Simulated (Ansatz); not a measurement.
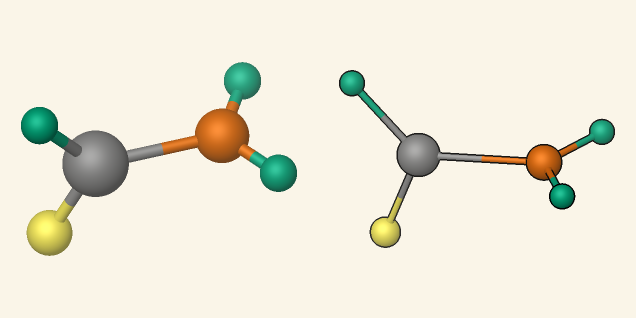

The same structure drawn twice, from different directions. Colours: boron orange, aluminium grey, fluorine yellow, hydrogen teal.

Which formula does it have?

Answer. AlBFH3, 6 atoms: 1 aluminium, 1 boron, 1 fluorine and 3 hydrogen.

Name functional groups in it.

Answer. Among them: B–H bond.

What is the point group of this geometry?

Answer. Cs.

Write the SMILES.

Answer. [BH2][AlH][F]

The parts below concern this one geometry. Atoms keep their numbers from picture to picture. The geometry was computed by an optimisation with PBE0-D4/def2-TZVP. No frequency run is at hand to confirm it as a minimum.

### Electronic properties

No frequency run is at hand to confirm it as a minimum. Level of theory: RKS PBE0-D4/def2-TZVPP (Ansatz 0.2.0).

Computed properties:

- HOMO energy (Kohn–Sham orbital): −7.79 eV
- LUMO energy (Kohn–Sham orbital): −2.66 eV
- HOMO–LUMO gap: 5.13 eV

### Dipole moment

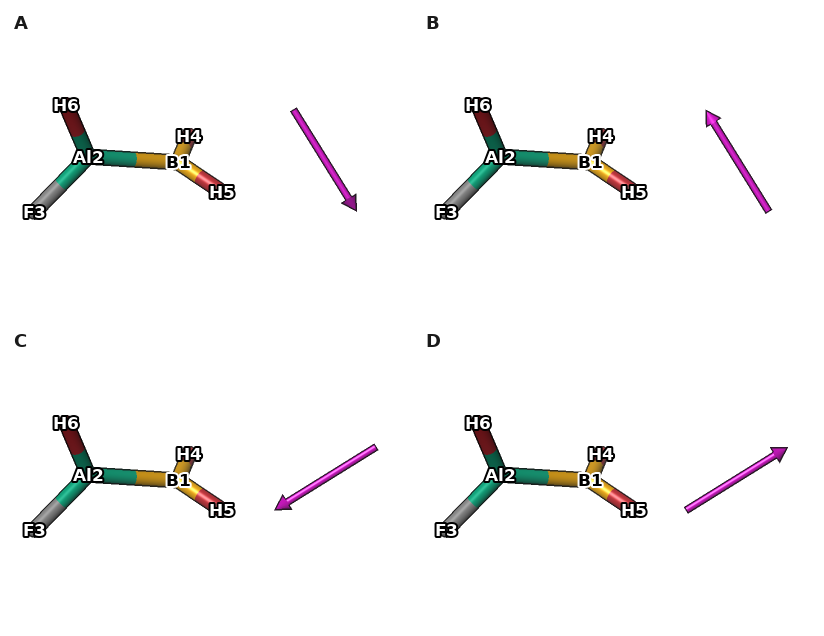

The same molecule four times, each with an arrow. No frequency run is at hand to confirm it as a minimum. Method: RKS PBE0-D4/def2-TZVP (Ansatz 0.2.0).

Which arrow points along the dipole moment, from the negative to the positive end?

Answer. D. The dipole moment is 1.65 D; it points from the side of F3 to the side of H4, H5 (the outermost atoms at the two ends).

### Charges

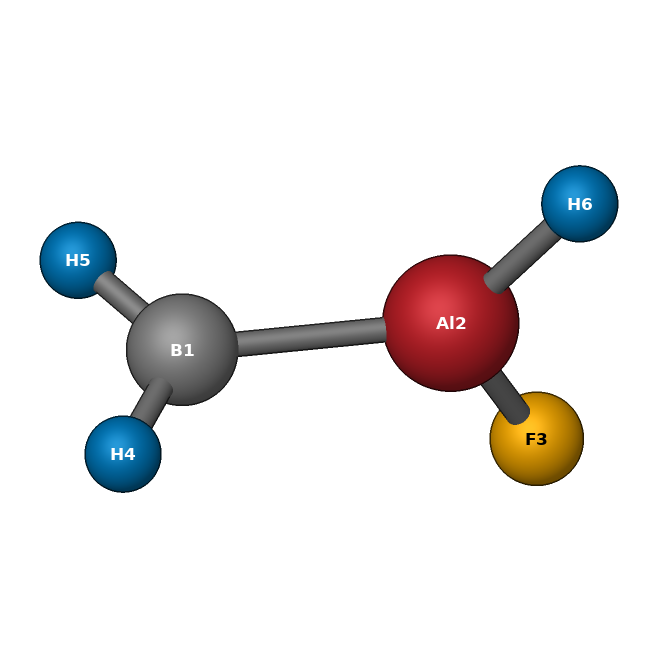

The questions are on Mulliken charges. No frequency run is at hand to confirm it as a minimum. Properties computed with RKS PBE0-D4/def2-TZVP (Ansatz 0.2.0).

List the Mulliken charges.

```
atom  value (e)
  B1      −0.15
 Al2       0.52
  F3      −0.35
  H4       0.04
  H5       0.04
  H6      −0.10
```

Mulliken values depend strongly on the basis set and can even reverse the polarity of a bond.
